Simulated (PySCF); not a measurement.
# CH5FGe (SMILES [CH3][GeH2][F]): RI-MP2/LANL2DZ (density fitting with def2-universal-jkfit, core potential)

We compute a single-point energy of CH5FGe. Input form: a Python script.

The calculation is run with PySCF 2.14.0.

1 further run of the same task is left out (set aside as unsound or not needed).

## (1) The molecule

CH5FGe has 8 atoms, charge 0, and is taken as a singlet. SMILES: `[CH3][GeH2][F]`. The coordinates come from a PBE0-D4/def2-TZVP relaxation.

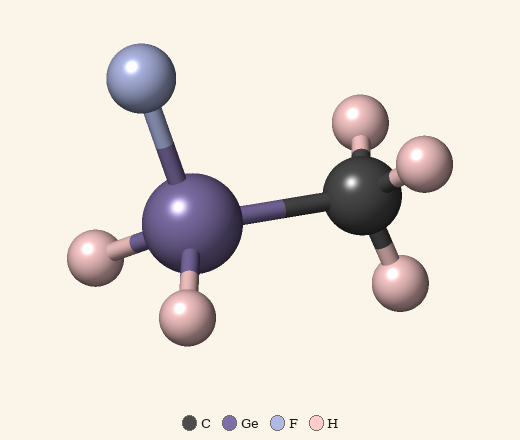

The structure, seen from a chosen angle (carbon dark grey, germanium purple, fluorine light blue, hydrogen pink).

## (2) A single-point energy at RI-MP2/LANL2DZ (density fitting with def2-universal-jkfit, core potential)

Contents of calc.py:

```python
from pyscf import gto, scf, mp

mol = gto.M(
    atom=[
    ('C', (-0.598200, 0.789100, -0.332100)),
    ('Ge', (0.468300, -0.734500, 0.207400)),
    ('F', (1.437000, -0.203900, 1.562200)),
    ('H', (-1.229500, 0.526100, -1.183100)),
    ('H', (0.052600, 1.615500, -0.619000)),
    ('H', (-1.235200, 1.108200, 0.493200)),
    ('H', (1.473200, -1.188800, -0.864100)),
    ('H', (-0.368100, -1.911600, 0.735600)),
],
    verbose=4,
    max_memory=1860,
    ecp={'Ge': 'lanl2dz'},
    symmetry=True,
    basis='lanl2dz',
)

mf = scf.RHF(mol)
mf = mf.density_fit(auxbasis='def2-universal-jkfit')
mf.conv_tol = 1e-05
mf.kernel()

pt = mp.MP2(mf, frozen=2).density_fit().run()
etot = pt.e_tot
print(f'total energy: {etot:.8f} hartree')
mf.analyze()
```

Command:

```console
OMP_NUM_THREADS=1 python calc.py
```

Log:

```text
PySCF version 2.14.0

[... 88 lines left out ...]
Nuclear Repulsion Energy =              53.232122390750504
[... 6 lines left out ...]
MO #1   energy= -26.2349463770428  occ= 2
[... 4 lines left out ...]
MO #6   energy= -0.618792743560539 occ= 2
[... 4 lines left out ...]
MO #11  energy= -0.477606213269753 occ= 2
[... 4 lines left out ...]
MO #16  energy= 0.231600525811403  occ= 0
[... 4 lines left out ...]
MO #21  energy= 0.42673355268943   occ= 0
[... 4 lines left out ...]
MO #26  energy= 1.14584788282565   occ= 0
[... 4 lines left out ...]
MO #31  energy= 1.31169309751634   occ= 0
[... 4 lines left out ...]
MO #36  energy= 19.147893719527    occ= 0
[... 47 lines left out ...]
Dipole moment(X, Y, Z, Debye): -2.12955, -0.37168, -2.61920
```

Wall time 3.3 s (1 thread of AMD EPYC (Zen 3), shared host); peak memory 0.12 GiB.

## (3) Results

Level: RI-MP2/LANL2DZ (density fitting with def2-universal-jkfit, core potential), 2 core orbitals frozen.

| quantity | value |
| --- | --- |
| total energy | -144.13754 Eh |
| dipole moment (Hartree–Fock density) | 3.40 D |
| HOMO energy (Hartree–Fock orbitals) | -12.53 eV |
| LUMO energy (Hartree–Fock orbitals) | 3.67 eV |
| HOMO–LUMO gap (Hartree–Fock orbitals) | 16.20 eV |
| correlation energy (2 core orbitals frozen) | -258.6 mEh |

What this shows: Mulliken charges of the mean-field density run from -0.92 on C1 to +1.20 on Ge2.
